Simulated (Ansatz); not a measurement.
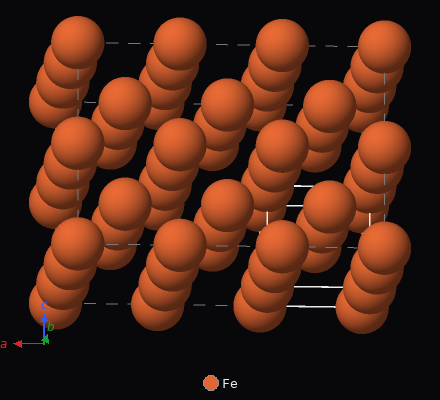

Fe (Im-3m, No. 229): the input geometry of an electronic-structure calculation (not necessarily at equilibrium).

```cif
data_structure
_symmetry_space_group_name_H-M 'P 1'
_symmetry_Int_Tables_number 1
_cell_length_a 2.8700
_cell_length_b 2.8700
_cell_length_c 2.8700
_cell_angle_alpha 90.000
_cell_angle_beta 90.000
_cell_angle_gamma 90.000
_cell_volume 23.64
loop_
_atom_site_label
_atom_site_type_symbol
_atom_site_fract_x
_atom_site_fract_y
_atom_site_fract_z
_atom_site_occupancy
Fe1 Fe 0.00000 0.00000 0.00000 1
Fe2 Fe 0.50000 0.50000 0.50000 1
```

### What will an integrated-DPC-like image along [001] show? Simulated as the projected potential of neutral atoms (B = 0.5 Å²) blurred by a 0.79 Å probe, the thin-sample limit of integrated differential phase contrast. Shot noise was added.

The columns repeat on a square net with a repeat of 2.03 Å (plane group p4mm). All columns are alike (Fe). The shortest distance between visible columns is 2.03 Å in projection. Along the beam the structure repeats every 2.87 Å.

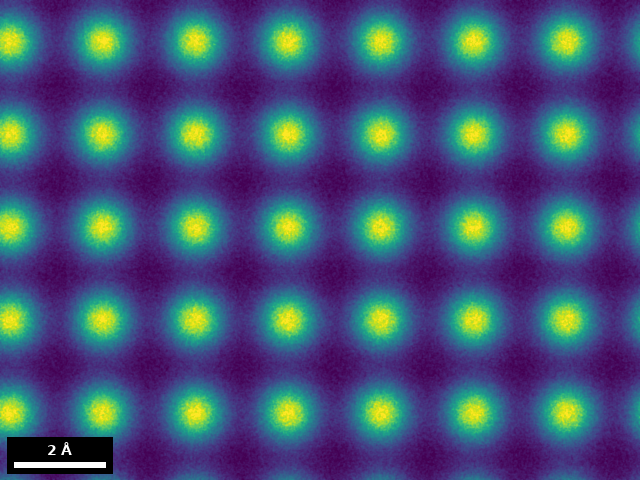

The simulated image.
